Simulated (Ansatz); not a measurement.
# Ligand exchange: KBr + C2H2F2 → KH + C2HBrF2

Species: KBr, singlet; C2H2F2 (1,2-difluoroethene) `F/C=C/F`, singlet; KH, singlet; C2HBrF2 `F/C=C(\F)Br`, singlet. The partners trade Br for H: K–Br and C–H bonds give way to K–H and C–Br.

Shapes, held fixed at every level: PBE0-D4/def2-TZVP. Programs: Ansatz 0.2.0. Electronic energies: no zero-point or thermal term.

```tsv
level	kind	ΔE (kJ/mol)	less CCSD(T)/def2-TZVPP
B3LYP-D4/def2-TZVPP	global hybrid	+348.5	-8.8
PBE0-D4/def2-TZVPP	global hybrid	+349.5	-7.8
wB97M-V/def2-TZVPP	range-separated hybrid	+353.7	-3.6
B2PLYP/def2-TZVPP	double hybrid	+362.2	+4.9
MP2/def2-TZVPP	perturbation theory	+364.2	+6.9
CCSD/def2-TZVPP	coupled cluster or CI	+365.2	+7.9
CCSD(T)/def2-TZVPP	coupled cluster or CI	+357.3	0.0
```

The highest level, CCSD(T)/def2-TZVPP, gives ΔE = +357.3 kJ/mol; the levels span +348.5 to +365.2. The column of differences is taken from that level and isn't an error. No measured value is set beside it here. Relativity is left out for Br unless named. Correlated rows may include outer-core shells of Br, K, which these sets cover unevenly.

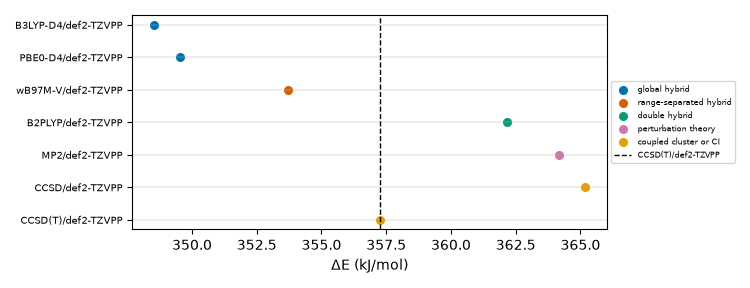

The values of the table, level by level.
